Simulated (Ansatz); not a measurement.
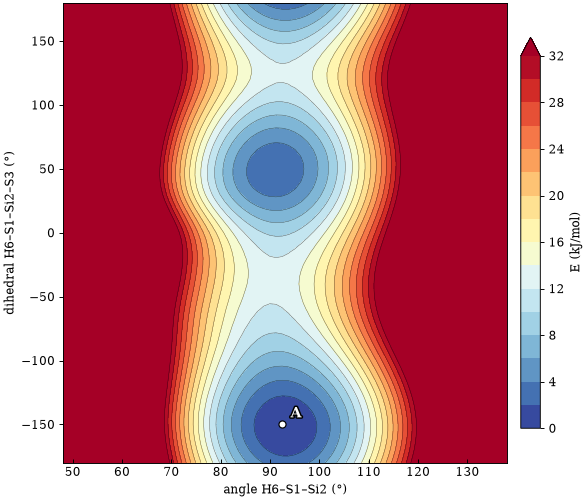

BrClH₂S₂Si, SMILES S[Si](S)(Cl)Br. The first coordinate is: angle H6–S1–Si2; the second: dihedral H6–S1–Si2–S3. Nothing is relaxed (all other coordinates rigid). The scan uses an 11 × 12 grid. Energies: kJ/mol, counted from the lowest grid point. The calculation used RKS PBE-D4/def2-SVP in Ansatz.

The picture shows filled contours, one colour for all values above the top of the scale, the point A. Between grid points the surface is interpolated.

Q: Find the lowest pass out of the well at A.

A: The easiest path leads from the well at angle H6–S1–Si2 = 93°, dihedral H6–S1–Si2–S3 = −150° to the well at about angle H6–S1–Si2 = 91°, dihedral H6–S1–Si2–S3 = 50°, about 2.3 kJ/mol higher (on a rigid scan; wells that are mirror images or exchange like atoms can differ by this much). Its highest point lies about 12 kJ/mol above the bottom of the first well on the interpolated surface, at about angle H6–S1–Si2 = 92°, dihedral H6–S1–Si2–S3 = 125°. Seen from the upper well the barrier is about 10 kJ/mol. The start is the relaxed structure and all else is held, so a fully relaxed path at this level can only be lower.

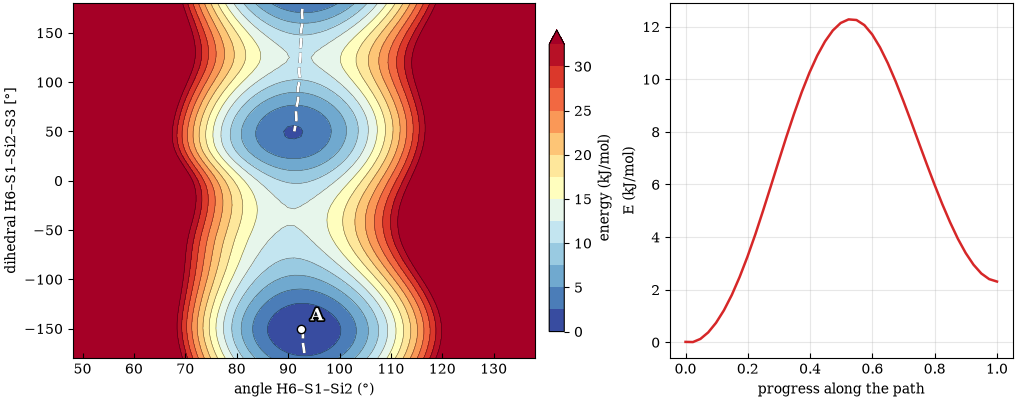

In the figure: filled contours, a line along the lowest path, one colour for all values above the top of the scale, the energy along the path at the right. Between grid points the surface is interpolated.
